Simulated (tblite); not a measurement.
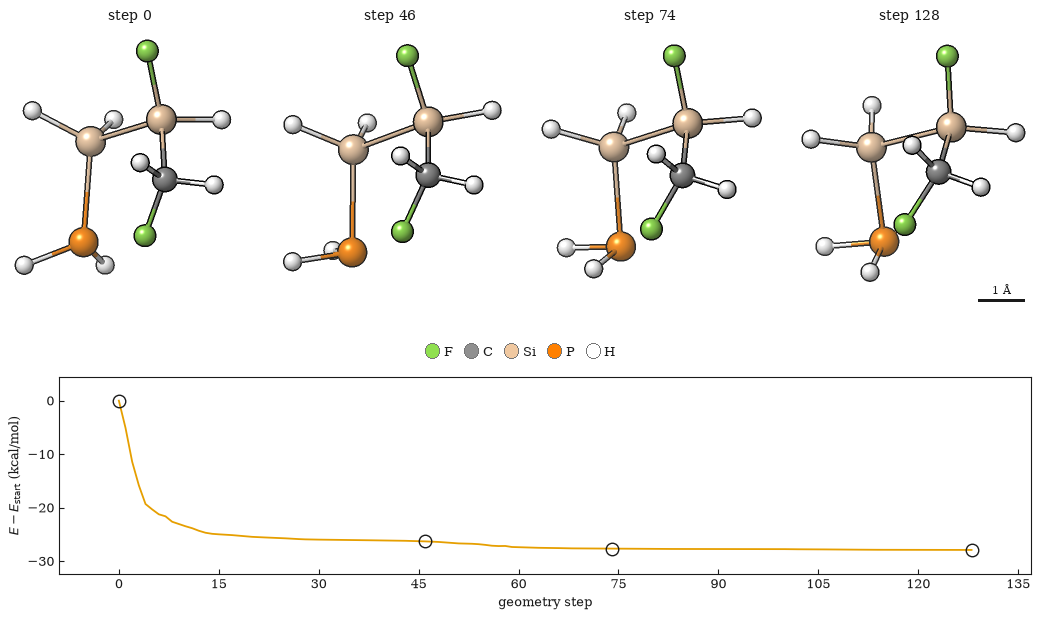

Frames of a relaxation of CH₇F₂PSi₂, marked on the history of the run. A ball-and-stick model, seen from a free direction.

Theory: tblite 0.8.0, GFN2-xTB geometry optimisation, gas phase. 

Q: Describe the path.

A: After 128 geometry steps the energy has fallen by 27.9 kcal/mol. An H atom moves most after the best rigid fit: 1.44 Å. Largest moves by element: H 1.44 Å, P 0.94 Å, F 0.61 Å, Si 0.30 Å, C 0.26 Å. Some distances before and after: Si–Si 2.213 → 2.316 Å, F–Si 1.678 → 1.621 Å, H–P 1.437 → 1.381 Å, P–Si 2.201 → 2.241 Å. Among the angles between lasting bonds that change: H–P–H 113.9° → 92.8°, Si–P–H 113.7° → 95.4°, Si–P–H 111.1° → 94.9°. Groups turn about Si–Si by about 40°. Cost: 0.94 s on 1 thread of Intel(R) Xeon(R) Platinum 8488C, with other jobs on the host. From step 0 to 46: an H atom moves most (0.82 Å), energy −26.3 kcal/mol. From step 46 to 74: an H atom moves most (0.96 Å), energy −1.36 kcal/mol. From step 74 to 128: an H atom moves most (0.43 Å), energy −0.24 kcal/mol.
